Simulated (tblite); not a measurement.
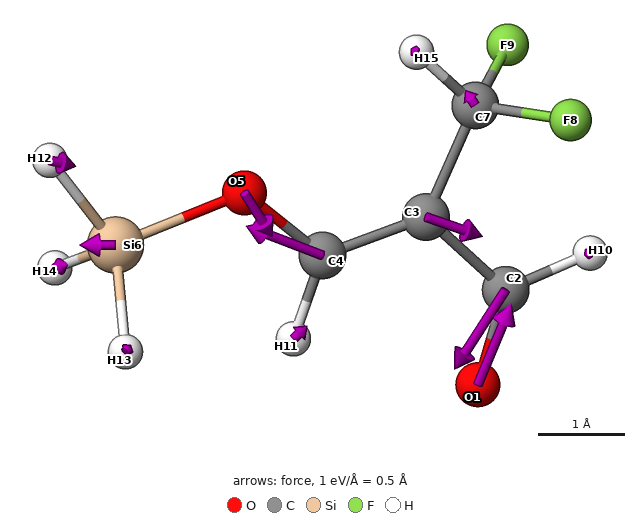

Starting geometry of C4H6F2O2Si with the computed forces as purple arrows. The picture is a ball-and-stick view, seen at a tilt.

Computed with GFN2-xTB geometry optimisation, gas phase (tblite). 

Q: What follows when this structure is relaxed?

A: It isn't relaxed: the largest force vector, on C2, is 2.33 eV/Å. The final displacements have little in common with the starting forces (cosine between the two patterns 0.16). Over 47 geometry steps the energy falls by 24.5 kJ/mol. H12 moves most after the best rigid fit: 0.51 Å. Largest moves by element: H 0.51 Å, O 0.21 Å, F 0.17 Å, C 0.12 Å, Si 0.05 Å. Among the contacts that change: C4–O5 1.370 → 1.314 Å, Si6–H12 1.483 → 1.452 Å, O1–C2 1.234 → 1.205 Å, Si6–H14 1.485 → 1.460 Å. Among the angles between lasting bonds that change: O5–Si6–H12 109.3° → 97.9°, C4–O5–Si6 120.8° → 132.2°, H12–Si6–H14 109.1° → 115.0°. The run took 0.54 s on 1 thread of Arm Neoverse N1, on a shared host.
